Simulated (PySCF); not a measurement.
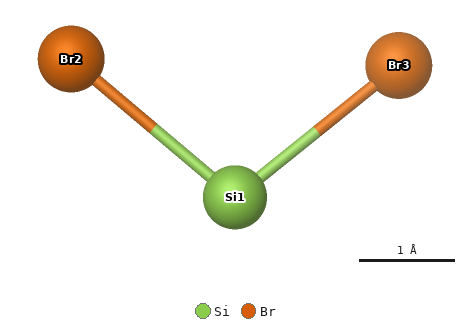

Fig. 1: The structure as given in the input (ball-and-stick view, seen at a tilt; atoms are numbered from 1 in the order of the input). Bond lengths as drawn: Br–Si 2.26 Å.

## Geometry relaxation, with input and output: SiBr2

SiBr2, SMILES Br[Si]Br, computed with HF/pc-0, RHF (PySCF 2.14.0).

The geometry comes from this level: GFN2-xTB symmetrised. Figures and captions count atoms from 1; the log counts them from 0 in places.

## Output
```
#|     Arguments passed to driver run_optimizer():      |#
convergence_set           GAU_TIGHT
customengine              <pyscf.geomopt.geometric_solver.PySCFEngine object>
maxiter                   60
----------------------------------------------------------
Custom engine selected.
Bonds will be generated from interatomic distances less than 1.20 times sum of covalent radii
9 internal coordinates being used (instead of 9 Cartesians)
Internal coordinate system (atoms numbered from 1):
Distance 1-2
Distance 1-3
Angle 2-1-3
Translation-X 1-3
Translation-Y 1-3
Translation-Z 1-3
Rotation-A 1-3
Rotation-B 1-3
Rotation-C 1-3
<class 'geometric.internal.Distance'> : 2
<class 'geometric.internal.Angle'> : 1
<class 'geometric.internal.TranslationX'> : 1
<class 'geometric.internal.TranslationY'> : 1
<class 'geometric.internal.TranslationZ'> : 1
<class 'geometric.internal.RotationA'> : 1
<class 'geometric.internal.RotationB'> : 1
<class 'geometric.internal.RotationC'> : 1
> ===== Optimization Info: ====
> Job type: Energy minimization
> Maximum number of optimization cycles: 60
> Initial / maximum trust radius (Angstrom): 0.100 / 0.300
> Convergence Criteria:
> Will converge when all 5 criteria are reached:
>  |Delta-E| < 1.00e-06
>  RMS-Grad  < 1.00e-05
>  Max-Grad  < 1.50e-05
>  RMS-Disp  < 4.00e-05
>  Max-Disp  < 6.00e-05
> === End Optimization Info ===

Geometry optimization cycle 1
Cartesian coordinates (Angstrom)
 Atom        New coordinates             dX        dY        dZ
  Si   0.005182  -0.009009  -1.232665    0.000000  0.000000  0.000000
  Br   1.732444  -0.020980   0.223838    0.000000  0.000000  0.000000
  Br  -1.734203   0.024146   0.209432    0.000000  0.000000 -0.000000

WARN: Mole.unit (angstrom) is changed to Bohr

converged SCF energy = -5429.78007103228
--------------- RHF_Scanner gradients ---------------
         x                y                z
0 Si     0.0000543562     0.0000254726     0.0036093954
1 Br    -0.0099213383     0.0001158472    -0.0018748496
2 Br     0.0098669821    -0.0001413198    -0.0017345458
----------------------------------------------
cycle 1: E = -5429.78007103  dE = -5429.78  norm(grad) = 0.0146758
Step    0 : Gradient = 8.473e-03/1.010e-02 (rms/max) Energy = -5429.7800710323
Hessian Eigenvalues: 5.00000e-02 5.00000e-02 5.00000e-02 ... 1.62361e-01 1.62474e-01 2.50000e-01

Geometry optimization cycle 2
Cartesian coordinates (Angstrom)
 Atom        New coordinates             dX        dY        dZ
  Si   0.004928  -0.008728  -1.194397   -0.000254  0.000281  0.038268
  Br   1.815036  -0.022194   0.205086    0.082592 -0.001214 -0.018752
  Br  -1.816541   0.025079   0.189916   -0.082338  0.000933 -0.019516
converged SCF energy = -5429.78076530576
--------------- RHF_Scanner gradients ---------------
         x                y                z
0 Si     0.0000089597    -0.0000165953    -0.0022716995
1 Br     0.0047371308    -0.0000534232     0.0011557755
2 Br    -0.0047460906     0.0000700185     0.0011159239
----------------------------------------------
cycle 2: E = -5429.78076531  dE = -0.000694273  norm(grad) = 0.00726055
Step    1 : Displace = 7.257e-02/8.470e-02 (rms/max) Trust = 1.000e-01 (=) Grad = 4.192e-03/4.876e-03 (rms/max) E (change) = -5429.7807653058 (-6.943e-04) Quality = 0.507
Hessian Eigenvalues: 5.00000e-02 5.00000e-02 5.00000e-02 ... 1.62417e-01 1.79366e-01 3.26130e-01

Geometry optimization cycle 3
Cartesian coordinates (Angstrom)
 Atom        New coordinates             dX        dY        dZ
  Si   0.004968  -0.008802  -1.204549    0.000040 -0.000074 -0.010151
  Br   1.790494  -0.021837   0.210061   -0.024542  0.000356  0.004975
  Br  -1.792039   0.024797   0.195093    0.024502 -0.000282  0.005176
converged SCF energy = -5429.78096710393
--------------- RHF_Scanner gradients ---------------
         x                y                z
0 Si    -0.0000014491    -0.0000007472    -0.0001056130
1 Br     0.0003276705    -0.0000038769     0.0000549109
2 Br    -0.0003262214     0.0000046241     0.0000507021
----------------------------------------------
cycle 3: E = -5429.7809671  dE = -0.000201798  norm(grad) = 0.000480174
Step    2 : Displace = 2.127e-02/2.505e-02 (rms/max) Trust = 1.000e-01 (=) Grad = 2.772e-04/3.323e-04 (rms/max) E (change) = -5429.7809671039 (-2.018e-04) Quality = 1.084
Hessian Eigenvalues: 5.00000e-02 5.00000e-02 5.00000e-02 ... 1.62417e-01 1.78408e-01 3.03779e-01

Geometry optimization cycle 4
Cartesian coordinates (Angstrom)
 Atom        New coordinates             dX        dY        dZ
  Si   0.004975  -0.008810  -1.205555    0.000007 -0.000007 -0.001006
  Br   1.788458  -0.021807   0.210554   -0.002036  0.000030  0.000494
  Br  -1.790010   0.024774   0.195605    0.002029 -0.000023  0.000513
converged SCF energy = -5429.78096816959
--------------- RHF_Scanner gradients ---------------
         x                y                z
0 Si     0.0000000079     0.0000000485     0.0000066994
1 Br    -0.0000129129     0.0000001437    -0.0000034175
2 Br     0.0000129050    -0.0000001922    -0.0000032818
----------------------------------------------
cycle 4: E = -5429.78096817  dE = -1.06566e-06  norm(grad) = 2.00168e-05
Step    3 : Displace = 1.806e-03/2.095e-03 (rms/max) Trust = 1.414e-01 (+) Grad = 1.156e-05/1.336e-05 (rms/max) E (change) = -5429.7809681696 (-1.066e-06) Quality = 0.965
Hessian Eigenvalues: 5.00000e-02 5.00000e-02 5.00000e-02 ... 1.62417e-01 1.79441e-01 3.12980e-01

Geometry optimization cycle 5
Cartesian coordinates (Angstrom)
 Atom        New coordinates             dX        dY        dZ
  Si   0.004975  -0.008809  -1.205527   -0.000000  0.000000  0.000028
  Br   1.788528  -0.021808   0.210541    0.000069 -0.000001 -0.000014
  Br  -1.790079   0.024775   0.195591   -0.000069  0.000001 -0.000014
converged SCF energy = -5429.78096817102
--------------- RHF_Scanner gradients ---------------
         x                y                z
0 Si    -0.0000000006     0.0000000015     0.0000002003
1 Br     0.0000001008    -0.0000000020    -0.0000000998
2 Br    -0.0000001002     0.0000000006    -0.0000001004
----------------------------------------------
cycle 5: E = -5429.78096817  dE = -1.42427e-09  norm(grad) = 2.83505e-07
Step    4 : Displace = 6.002e-05/7.079e-05 (rms/max) Trust = 2.000e-01 (+) Grad = 1.637e-07/2.003e-07 (rms/max) E (change) = -5429.7809681710 (-1.424e-09) Quality = 0.999
Hessian Eigenvalues: 5.00000e-02 5.00000e-02 5.00000e-02 ... 1.62417e-01 1.77945e-01 3.20291e-01

Geometry optimization cycle 6
Cartesian coordinates (Angstrom)
 Atom        New coordinates             dX        dY        dZ
  Si   0.004975  -0.008809  -1.205528    0.000000 -0.000000 -0.000001
  Br   1.788526  -0.021808   0.210541   -0.000001  0.000000  0.000001
  Br  -1.790078   0.024775   0.195592    0.000001 -0.000000  0.000001
converged SCF energy = -5429.78096817101
--------------- RHF_Scanner gradients ---------------
         x                y                z
0 Si     0.0000000011    -0.0000000011    -0.0000001564
1 Br    -0.0000000818     0.0000000016     0.0000000777
2 Br     0.0000000807    -0.0000000005     0.0000000788
----------------------------------------------
cycle 6: E = -5429.78096817  dE = 5.45697e-12  norm(grad) = 2.23445e-07
```

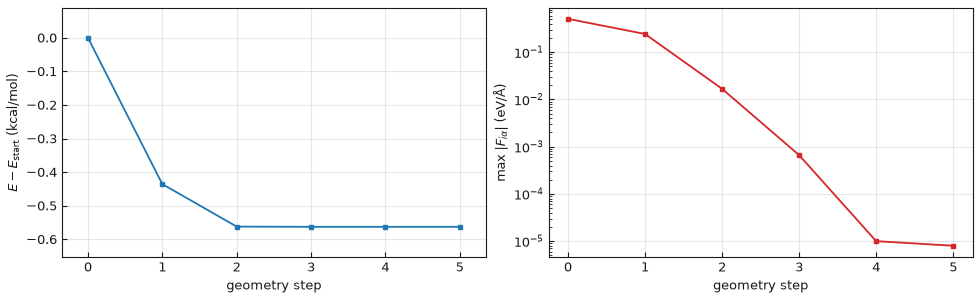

Fig. 2: Progress of the relaxation, step by step (steps are counted from 0).

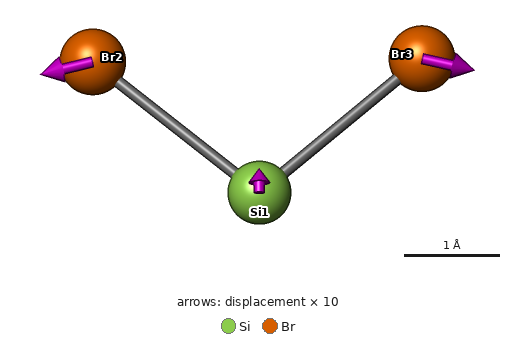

Fig. 3: The starting structure with the displacements as pink arrows, magnified 10 times (ball-and-stick view, seen at a tilt). The two geometries are laid on each other by the best rigid fit. The largest moves after the best rigid fit, 0.058 Å, are those of Br2 and Br3. Largest moves by element: Br 0.058 Å, Si 0.027 Å. Distances before and after: Si1–Br2 2.259 → 2.277 Å. Among the angles that change: Br2–Si1–Br3 100.2° → 103.6°. Over 5 geometry steps the energy falls by 0.56 kcal/mol. The largest force component goes from 0.51 to under 0.0001 eV/Å. (Atoms are counted from 1 in the order of the input.)

```
Step    5 : Displace = 1.400e-06/1.469e-06 (rms/max) Trust = 2.828e-01 (+) Grad = 1.290e-07/1.565e-07 (rms/max) E (change) = -5429.7809681710 (+5.457e-12) Quality = -8.982
Hessian Eigenvalues: 5.00000e-02 5.00000e-02 5.00000e-02 ... 1.62417e-01 1.77945e-01 3.20291e-01
Converged! =D

converged: True
Si          0.00497465       -0.00880945       -1.20552798
Br          1.78852629       -0.02180818        0.21054136
Br         -1.79007794        0.02477462        0.19559162
converged SCF energy = -5429.78096817101
E(HF) = -5429.780968171
frequencies (1/cm) [147.1 448.1 493.3]
temperature 298.1500 [K]
pressure 101325.00 [Pa]
Rotational constants [GHz] 10.66234 0.98758 0.90386
Symmetry number 2
Zero-point energy (ZPE) 0.00248 [Eh]   6510.665 [J/mol]
                           tot       elec      trans        rot        vib
Entropy [J/mol/K]       302.594      0.000    174.046    111.032     17.516
Cv [J/mol/K]             43.921      0.000     12.472     12.472     18.978
Cp [J/mol/K]             52.235      0.000     20.786     12.472     18.978
Internal energy [J/mol]                      3718.434   3718.434   9511.513
Internal energy [Eh]   -5429.77451  -5429.78097
Enthalpy [J/mol]                             6197.391   3718.434   9511.513
Enthalpy [Eh]          -5429.77357
Gibbs free energy [J/mol]                  -45694.425 -29385.831   4289.172
Gibbs free energy [Eh] -5429.80793
```

## Trajectory as extended XYZ (Å, eV, eV/Å), 6 frames, from step=0 to step=5
```
3
Properties=species:S:1:pos:R:3:forces:R:3 step=0 energy=-147751.84274
Si    0.0052   -0.0090   -1.2327   -0.0028  -0.0013  -0.1856
Br    1.7324   -0.0210    0.2238    0.5102  -0.0060   0.0964
Br   -1.7342    0.0241    0.2094   -0.5074   0.0073   0.0892
3
Properties=species:S:1:pos:R:3:forces:R:3 step=1 energy=-147751.86164
Si    0.0049   -0.0087   -1.1944   -0.0005   0.0009   0.1168
Br    1.8150   -0.0222    0.2051   -0.2436   0.0027  -0.0594
Br   -1.8165    0.0251    0.1899    0.2441  -0.0036  -0.0574
3
Properties=species:S:1:pos:R:3:forces:R:3 step=2 energy=-147751.86713
Si    0.0050   -0.0088   -1.2045    0.0001   0.0000   0.0054
Br    1.7905   -0.0218    0.2101   -0.0168   0.0002  -0.0028
Br   -1.7920    0.0248    0.1951    0.0168  -0.0002  -0.0026
3
Properties=species:S:1:pos:R:3:forces:R:3 step=3 energy=-147751.86716
Si    0.0050   -0.0088   -1.2056    0.0000   0.0000  -0.0003
Br    1.7885   -0.0218    0.2106    0.0007   0.0000   0.0002
Br   -1.7900    0.0248    0.1956   -0.0007   0.0000   0.0002
3
Properties=species:S:1:pos:R:3:forces:R:3 step=4 energy=-147751.86716
Si    0.0050   -0.0088   -1.2055    0.0000   0.0000   0.0000
Br    1.7885   -0.0218    0.2105    0.0000   0.0000   0.0000
Br   -1.7901    0.0248    0.1956    0.0000   0.0000   0.0000
3
Properties=species:S:1:pos:R:3:forces:R:3 step=5 energy=-147751.86716
Si    0.0050   -0.0088   -1.2055    0.0000   0.0000   0.0000
Br    1.7885   -0.0218    0.2105    0.0000   0.0000   0.0000
Br   -1.7901    0.0248    0.1956    0.0000   0.0000   0.0000
```

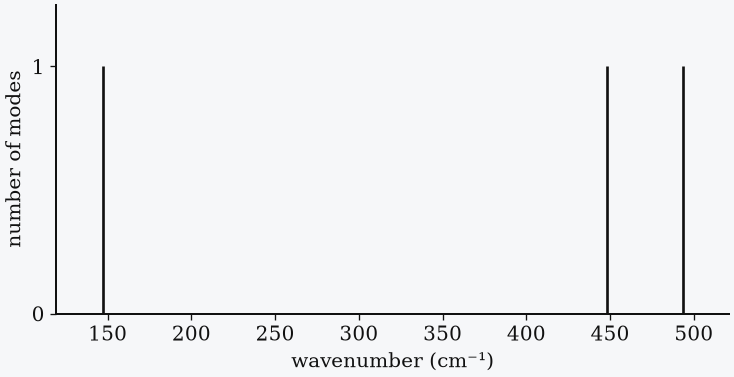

Fig. 4: Harmonic vibrational wavenumbers from the force constants; neighbouring modes closer than 3 cm⁻¹ are counted in one stick. 3 modes from 147 to 493 cm⁻¹, none imaginary.

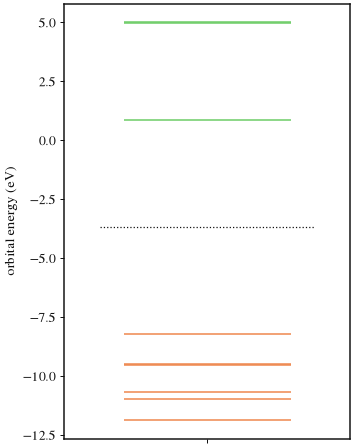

Fig. 5: Orbital energies near the frontier; the dotted line parts filled from empty levels, and levels within 0.02 eV of each other stand side by side. Highest filled −8.24 eV, lowest empty 0.85 eV, 9.09 eV apart.

The run was set up as follows.

## Input (job.py)
```python
# SiBr2
import numpy
from pyscf import gto, scf, symm
from pyscf.hessian import thermo
from pyscf.geomopt.geometric_solver import kernel as optimise

mol = gto.M(
    atom='input.xyz',
    charge=0,
    spin=0,
    max_memory=1860,
    verbose=3,
    basis='pc-0',
)

myscf = scf.RHF(mol)
myscf.conv_tol = 1e-10
converged, mol_eq = optimise(myscf, maxsteps=60, convergence_set='GAU_TIGHT')
print('converged:', converged)
print(mol_eq.tostring())

myscf.reset(mol_eq)
mol = mol_eq
myscf.kernel()
if not myscf.converged:
    myscf = myscf.newton().run(myscf.mo_coeff, myscf.mo_occ)
energy = myscf.e_tot
print('E(%s) = %.9f' % ('HF', energy))
hess = myscf.Hessian().kernel()
modes = thermo.harmonic_analysis(mol, hess)
print('frequencies (1/cm)', numpy.round(modes['freq_wavenumber'], 1))
symm.geom.TOLERANCE = 1e-3  # for the symmetry number
th = thermo.thermo(myscf, modes['freq_au'], 298.15, 101325)
thermo.dump_thermo(mol, th)
```

## File input.xyz
```
3
Br2Si
Si     0.005182    -0.009009    -1.232665
Br     1.732444    -0.020980     0.223838
Br    -1.734203     0.024146     0.209432
```

Command:
```bash
OMP_NUM_THREADS=1 python job.py
```

## Results in brief

```tsv
quantity	value
outcome	converged
total energy	−5429.780968 hartree
basis functions	57
HOMO	−8.24 eV
LUMO	0.85 eV
zero-point energy	0.002480 hartree
dipole moment	0.27 D
wavenumbers, lowest and highest	147 and 493 cm⁻¹
hardware	1 thread of AMD EPYC (Zen 5), 16 GiB of memory available, shared host
wall time	12 s
peak memory	0.15 GiB
```
